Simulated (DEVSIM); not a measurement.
Structure: Cr/AlN/SiO2/n-Si capacitor, at 300 K.

```csv
layer (left to right),material,thickness (nm),Nd (cm⁻³)
1,AlN,6.50,-
2,SiO2,0.740,-
3,Si,1100,2.6e17
```

Metal gate on the left, work function 4.5 eV. Fixed charge at the semiconductor interface 8e10 cm⁻² (in units of +e); interface traps 3e11 cm⁻² eV⁻¹, uniform in energy, neutral level at 0.7 of the gap above the valence band.

This is a model device: material constants are rounded textbook-type values typed into the input, and sizes, dopings and lifetimes were drawn at random. Values at 300 K.

| parameter | AlN | SiO2 | Si |
|---|---|---|---|
| gap (eV) | 6.1 | 9 | 1.124 |
| affinity (eV) | 1.9 | 0.9 | 4.05 |
| permittivity | 8.5 | 3.9 | 11.7 |
| Nc (cm⁻³) | - | - | 2.86e19 |
| Nv (cm⁻³) | - | - | 3.1e19 |

Model (solved in DEVSIM): 1D Poisson equation in equilibrium, Boltzmann statistics, complete ionisation; no quantum confinement or tunnelling. Metal contacts follow the ideal Schottky-Mott rule: no Fermi-level pinning, no interface dipoles.

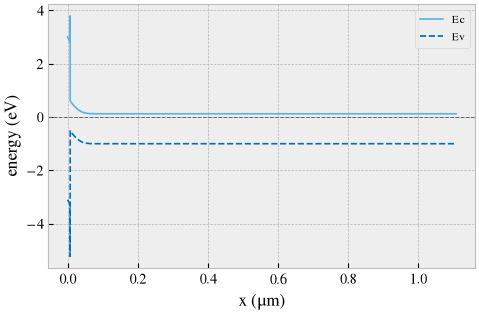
Figure. Band edges at -0.4 V on the gate

Energies count from the Fermi level of the right contact; mesh points crowd at the junctions.

| x (μm) | Ec (eV) | Ev (eV) | n (cm⁻³) | p (cm⁻³) | field (V/cm) |
|---|---|---|---|---|---|
| 0.000 | 3.000 | -3.100 | < 1e2 | < 1e2 | -300000 |
| 0.001051 | 2.969 | -3.131 | < 1e2 | < 1e2 | -300000 |
| 0.002800 | 2.916 | -3.184 | < 1e2 | < 1e2 | -300000 |
| 0.004732 | 2.858 | -3.242 | < 1e2 | < 1e2 | -300000 |
| 0.006407 | 2.808 | -3.292 | < 1e2 | < 1e2 | -300000 |
| 0.006910 | 3.779 | -5.221 | < 1e2 | < 1e2 | -650000 |
| 0.007601 | 0.601 | -0.523 | 2.3e9 | 5.0e10 | -190000 |
| 0.01014 | 0.553 | -0.571 | 1.4e10 | 8.1e9 | -180000 |
| 0.01435 | 0.481 | -0.643 | 2.4e11 | 4.9e8 | -160000 |
| 0.02348 | 0.348 | -0.776 | 4.1e13 | 2900000 | -130000 |
| 0.04150 | 0.184 | -0.940 | 2.3e16 | 5000 | -56000 |
| 0.1006 | 0.122 | -1.002 | 2.6e17 | 450 | -76 |
| 0.1983 | 0.122 | -1.002 | 2.6e17 | 450 | ≈ 0 |
| 0.4107 | 0.122 | -1.002 | 2.6e17 | 450 | ≈ 0 |
| 0.8086 | 0.122 | -1.002 | 2.6e17 | 450 | ≈ 0 |
| 0.9660 | 0.122 | -1.002 | 2.6e17 | 450 | ≈ 0 |
| 1.038 | 0.122 | -1.002 | 2.6e17 | 450 | ≈ 0 |
| 1.075 | 0.122 | -1.002 | 2.6e17 | 450 | ≈ 0 |
| 1.095 | 0.122 | -1.002 | 2.6e17 | 450 | ≈ 0 |
| 1.102 | 0.122 | -1.002 | 2.6e17 | 450 | ≈ 0 |
| 1.105 | 0.122 | -1.002 | 2.6e17 | 450 | ≈ 0 |
| 1.107 | 0.122 | -1.002 | 2.6e17 | 450 | ≈ 0 |
